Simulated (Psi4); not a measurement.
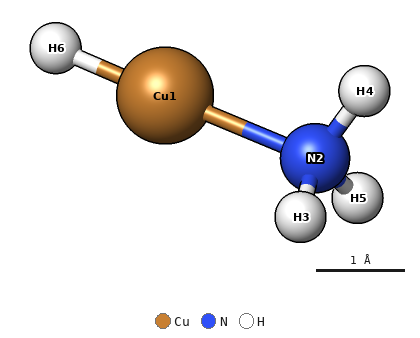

**Figure 1.** The structure as given in the input (ball-and-stick view, seen at a tilt; atoms are numbered from 1 in the order of the input). Sticks mark near contacts.

# CuNH$_{4}$: polarizability calculation (part 1 of 2)

- system: CuNH$_{4}$ (Cu(NH3)H)
- method: CC2/6-31G, RHF (Psi4 1.11)

The run did not end well. The geometry comes from this level: GFN2-xTB.

Output
```
=> Loading Basis Set <=

    Name: 6-31G
    Role: ORBITAL
    Keyword: BASIS

         ---------------------------------------------------------
                                   SCF
                              RHF Reference
                        1 Threads,   1525 MiB Core
         ---------------------------------------------------------

  ==> Geometry <==

    Molecular point group: c1
    Full point group: C1

    Geometry (in Angstrom), charge = 0, multiplicity = 1:

       Center              X                  Y                   Z               Mass
    ------------   -----------------  -----------------  -----------------  -----------------
         CU           0.000226239338    -0.000259363523    -0.408719457393    62.929597720000
         N            0.000226239338    -0.000259363523     1.560593542607    14.003074004430
         H            0.000226239338    -0.958760518712     1.903583763959     1.007825032230
         H           -0.835632183561     0.479843395863     1.888369141131     1.007825032230
         H            0.828672637666     0.484350505746     1.899963788482     1.007825032230
         H           -0.010536751366     0.014365221164    -1.854500433398     1.007825032230

  Running in c1 symmetry.

  Rotational constants: A =      6.03993  B =      0.27928  C =      0.27927 [cm^-1]
  Rotational constants: A = 181072.68067  B =   8372.54703  C =   8372.43179 [MHz]
  Nuclear repulsion =   96.955289259146667

  Charge       = 0
  Multiplicity = 1
  Electrons    = 40
  Nalpha       = 20
  Nbeta        = 20

  ==> Algorithm <==

  SCF Algorithm Type is PK.
  DIIS enabled.
  MOM disabled.
  Fractional occupation disabled.
  Guess Type is SAD.
  Energy threshold   = 1.00e-10
  Density threshold  = 1.00e-10
  Integral threshold = 1.00e-12

  ==> Primary Basis <==

  Basis Set: 6-31G
    Blend: 6-31G
    Number of shells: 24
    Number of basis functions: 46
    Number of Cartesian functions: 46
    Spherical Harmonics?: false
    Max angular momentum: 2

  ==> Integral Setup <==

  Using in-core PK algorithm.
   Calculation information:
      Number of atoms:                   6
      Number of AO shells:              24
      Number of primitives:             72
      Number of atomic orbitals:        46
      Number of basis functions:        46

      Integral cutoff                 1.00e-12
      Number of threads:                 1

  Performing in-core PK
  Using 1169642 doubles for integral storage.
  We computed 43883 shell quartets total.
  Whereas there are 45150 unique shell quartets.

  ==> DiskJK: Disk-Based J/K Matrices <==

    J tasked:                  Yes
    K tasked:                  Yes
    wK tasked:                  No
    Memory [MiB]:             1144
    Schwarz Cutoff:          1E-12

  Minimum eigenvalue in the overlap matrix is 1.1956906110E-03.
  Reciprocal condition number of the overlap matrix is 2.4205970789E-04.
    Using symmetric orthogonalization.

  ==> Pre-Iterations <==

  SCF Guess: Superposition of Atomic Densities via on-the-fly atomic UHF (no occupation information).

   -------------------------
    Irrep   Nso     Nmo
   -------------------------
     A         46      46
   -------------------------
    Total      46      46
   -------------------------

  ==> Iterations <==

                        Total Energy        Delta E     RMS |[F,P]|

   @RHF iter SAD: -1691.97062167432864   -1.69197e+03   0.00000e+00
   @RHF iter   1: -1693.00334519769399   -1.03272e+00   6.67032e-02 ADIIS/DIIS
   @RHF iter   2: -1659.71077794143366    3.32926e+01   1.23222e-01 ADIIS
   @RHF iter   3: -1695.00473861199703   -3.52940e+01   3.02326e-02 ADIIS/DIIS
   @RHF iter   4: -1695.33091920677748   -3.26181e-01   8.10126e-03 ADIIS/DIIS
   @RHF iter   5: -1695.36074921566228   -2.98300e-02   8.99871e-04 ADIIS/DIIS
   @RHF iter   6: -1695.36181817135571   -1.06896e-03   1.28131e-04 ADIIS/DIIS
   @RHF iter   7: -1695.36185529226032   -3.71209e-05   7.43543e-05 DIIS
   @RHF iter   8: -1695.36186447589557   -9.18364e-06   3.17387e-05 DIIS
   @RHF iter   9: -1695.36186592695140   -1.45106e-06   3.79668e-06 DIIS
   @RHF iter  10: -1695.36186597812616   -5.11748e-08   2.55587e-06 DIIS
   @RHF iter  11: -1695.36186598749373   -9.36757e-09   9.68481e-07 DIIS
   @RHF iter  12: -1695.36186598902282   -1.52909e-09   8.89169e-08 DIIS
   @RHF iter  13: -1695.36186598905806   -3.52429e-11   3.02238e-08 DIIS
   @RHF iter  14: -1695.36186598906284   -4.77485e-12   1.12142e-08 DIIS
   @RHF iter  15: -1695.36186598906079    2.04636e-12   4.89296e-09 DIIS
   @RHF iter  16: -1695.36186598905965    1.13687e-12   6.82373e-10 DIIS
   @RHF iter  17: -1695.36186598906193   -2.27374e-12   1.53818e-10 DIIS
   @RHF iter  18: -1695.36186598906147    4.54747e-13   5.31941e-11 DIIS
  Energy and wave function converged.

  ==> Post-Iterations <==

    Orbital Energies [Eh]
    ---------------------

    Doubly Occupied:

       1A   -328.709994     2A    -40.772690     3A    -35.575481
       4A    -35.570487     5A    -35.570483     6A    -15.628779
       7A     -4.957451     8A     -3.276038     9A     -3.265168
      10A     -3.265167    11A     -1.230138    12A     -0.715915
      13A     -0.715793    14A     -0.560468    15A     -0.429731
      16A     -0.429706    17A     -0.416860    18A     -0.416856
      19A     -0.373616    20A     -0.272703

    Virtual:

      21A      0.098161    22A      0.100661    23A      0.100676
      24A      0.219942    25A      0.258554    26A      0.258892
      27A      0.281337    28A      0.415946    29A      0.434666
      30A      0.434987    31A      0.698205    32A      0.924603
      33A      0.925386    34A      1.008906    35A      1.166137
      36A      1.166252    37A      1.234455    38A      1.325829
      39A      1.619654    40A      1.719786    41A      2.515526
      42A      2.515633    43A      2.555897    44A      2.556511
      45A      2.889538    46A     40.650257

    Final Occupation by Irrep:
              A
    DOCC [    20 ]
    NA   [    20 ]
    NB   [    20 ]

  @RHF Final Energy: -1695.36186598906147

   => Energetics <=

    Nuclear Repulsion Energy =             96.9552892591466673
    One-Electron Energy =               -2560.3272625295617217
    Two-Electron Energy =                 768.0101072813533847
    Total Energy =                      -1695.3618659890614708

Computation Completed

Properties will be evaluated at   0.000000,   0.000000,   0.000000 [a0]

Properties computed using the SCF density matrix

 Multipole Moments:

 ------------------------------------------------------------------------------------
     Multipole            Electronic (a.u.)      Nuclear  (a.u.)        Total (a.u.)
 ------------------------------------------------------------------------------------

 L = 1.  Multiply by 2.5417464519 to convert [e a0] to [Debye]
 Dipole X            :          0.0242932           -0.0172446            0.0070486
 Dipole Y            :         -0.0311218            0.0197694           -0.0113524
 Dipole Z            :         -2.5328175            5.4966592            2.9638417
 Magnitude           :                                                    2.9638718

 ------------------------------------------------------------------------------------

	total time  =          1 seconds =       0.02 minutes
 MINTS: Wrapper to libmints.

   Calculation information:
      Number of threads:                 1
      Number of atoms:                   6
      Number of AO shells:              24
      Number of SO shells:              24
      Number of primitives:             72
      Number of atomic orbitals:        46
      Number of basis functions:        46

      Number of irreps:                  1
      Integral cutoff                 1.00e-12
      Number of functions per irrep: [  46 ]

 OEINTS: Overlap, kinetic, potential, dipole, and quadrupole integrals
         stored in file 35.

      Computing two-electron integrals...done
      Computed 338814 non-zero two-electron integrals.
        Stored in file 33.

	Wfn Parameters:
	--------------------
	Wavefunction         = CC2
	Number of irreps     = 1
	Number of MOs        = 46
	Number of active MOs = 46
	AO-Basis             = NONE
	Semicanonical        = false
	Reference            = RHF
	Print Level          = 1

	IRREP	# MOs	# FZDC	# DOCC	# SOCC	# VIRT	# FZVR
	-----	-----	------	------	------	------	------
	 A	   46	    0	    20	    0	    26	    0
	Transforming integrals...
	IWL integrals will be deleted.
	(OO|OO)...
	Presorting SO-basis two-electron integrals.
	Sorting File: SO Ints (nn|nn) nbuckets = 1
	Constructing frozen core operators
	Starting first half-transformation.
	Sorting half-transformed integrals.
	First half integral transformation complete.
	Starting second half-transformation.
	Two-electron integral transformation complete.
	(OO|OV)...
	Starting second half-transformation.
	Two-electron integral transformation complete.
	(OO|VV)...
	Starting second half-transformation.
	Two-electron integral transformation complete.
	(OV|OO)...
	Starting first half-transformation.
	Sorting half-transformed integrals.
	First half integral transformation complete.
	Starting second half-transformation.
	Two-electron integral transformation complete.
	(OV|OV)...
	Starting second half-transformation.
	Two-electron integral transformation complete.
	(OV|VV)...
	Starting second half-transformation.
	Two-electron integral transformation complete.
	(VV|OO)...
	Starting first half-transformation.
	Sorting half-transformed integrals.
	First half integral transformation complete.
	Starting second half-transformation.
	Two-electron integral transformation complete.
	(VV|OV)...
	Starting second half-transformation.
	Two-electron integral transformation complete.
	(VV|VV)...
	Starting second half-transformation.
	Two-electron integral transformation complete.
	Frozen core energy     =      0.00000000000000

	Size of irrep 0 of <ab|cd> integrals:      0.457 (MW) /      3.656 (MB)
	Total:                                     0.457 (MW) /      3.656 (MB)

	Size of irrep 0 of <ia|bc> integrals:      0.352 (MW) /      2.812 (MB)
	Total:                                     0.352 (MW) /      2.812 (MB)

	Size of irrep 0 of tijab amplitudes:       0.270 (MW) /      2.163 (MB)
	Total:                                     0.270 (MW) /      2.163 (MB)

	Nuclear Rep. energy          =     96.95528925914667
	SCF energy                   =  -1695.36186598906147
	One-electron energy          =  -2560.32726254144836
	Two-electron energy          =    768.01010729324014
	Reference energy             =  -1695.36186598906147

	total time  =          1 seconds =       0.02 minutes
            **************************
            *                        *
            *        CCENERGY        *
            *                        *
            **************************

    Nuclear Rep. energy (wfn)     =   96.955289259146667
    SCF energy          (wfn)     = -1695.361865989061471
    Reference energy    (file100) = -1695.361865989061471

    Input parameters:
    -----------------
    Wave function   =     CC2
    Reference wfn   =     RHF
    Brueckner       =     No
    Memory (Mbytes) =     1600.0
    Maxiter         =     50
    R_Convergence   =     1.0e-07
    E_Convergence   =     1.0e-08
    Restart         =     Yes
    DIIS            =     Yes
    AO Basis        =     NONE
    ABCD            =     NEW
    Cache Level     =     2
    Cache Type      =     LOW
    Print Level     =     1
    Num. of threads =     1
    # Amps to Print =     10
    Print MP2 Amps? =     No
    Analyze T2 Amps =     No
    Print Pair Ener =     No
    Local CC        =     No
    SCS-MP2         =     False
    SCSN-MP2        =     False
    SCS-CCSD        =     False
```
